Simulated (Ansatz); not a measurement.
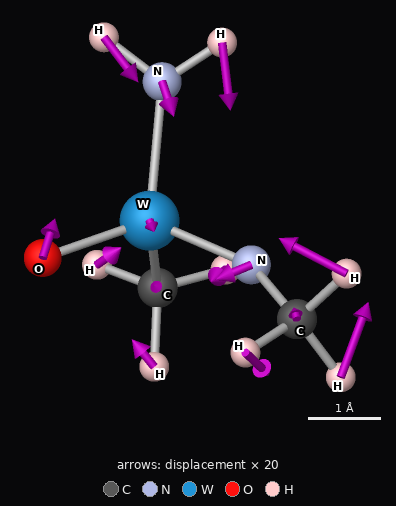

A relaxation of C$_{2}$H$_{8}$N$_{2}$OW. The starting structure is drawn; purple arrows show the displacements, 20 times their true length. The two geometries are superimposed by the best rigid fit.

Style: ball-and-stick. Shown from a free direction.

The start comes from PBE-D4/def2-SVP.

The calculation used Ansatz 0.2.0, RKS PBE0-D4/def2-TZVP. (force threshold 0.005 eV/Å; at most 150 steps)

**Which element moves most?**

Hydrogen: up to 0.057 Å, against 0.032 Å for oxygen.

**What did the optimiser do to the structure, and how much energy did it gain?**

After 8 geometry steps the energy has fallen by 0.077 eV. Largest force component: 1.1 eV/Å at the start, 0.004 eV/Å at the end. The largest move after the best rigid fit is that of an H atom, 0.057 Å. Largest moves by element: H 0.057 Å, O 0.032 Å, N 0.028 Å, C 0.010 Å, W 0.010 Å. Some distances before and after: O–W 1.736 → 1.714 Å, N–W 1.775 → 1.753 Å, C–H 1.114 → 1.096 Å, N–W 1.967 → 1.950 Å.
